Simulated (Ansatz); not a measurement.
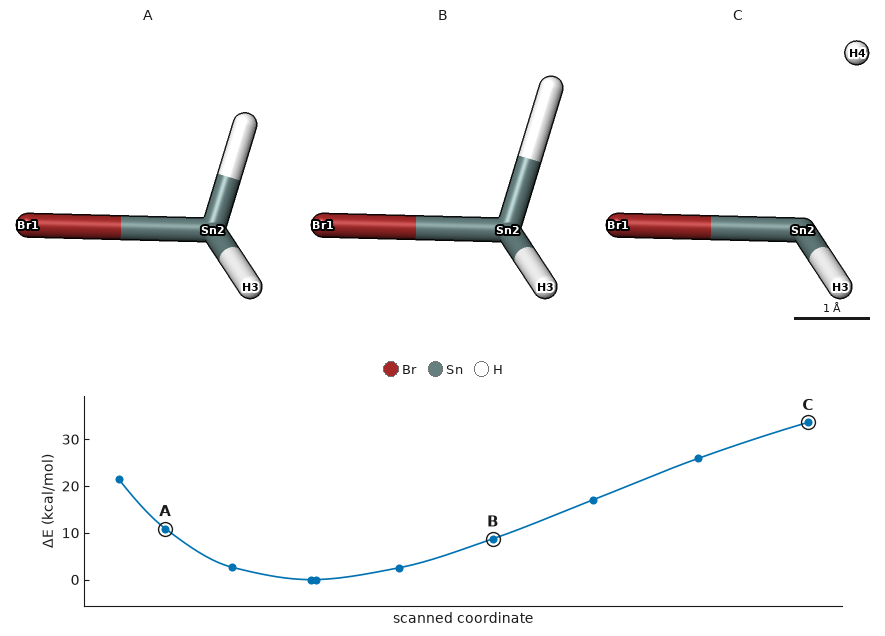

A scan of SnH2Br (multiplicity 2) along one coordinate. A stick model, seen at a tilt.

Single-point energies from Ansatz with wB97M-V in the def2-TZVPP basis, on geometries moved rigidly from the minimum at PBE0-D4/def2-TZVP. Elements past krypton carry the basis set's effective core potentials. Energies are counted from the PBE0-D4/def2-TZVP minimum geometry at the same level.

Q: Which coordinate changes from frame to frame?

A: The Sn2–H4 distance is varied, with the rest of the molecule carried along rigidly. In the frames the distance is 1.486 Å (A), 2.002 Å (B), 2.499 Å (C). Of the computed points the lowest is at the distance 1.716 Å, 0.0 kcal/mol. The curvature at the lowest point is about 13 eV/Å² (2.1 mdyn/Å). The well is steeper on the short side, as for any bond.
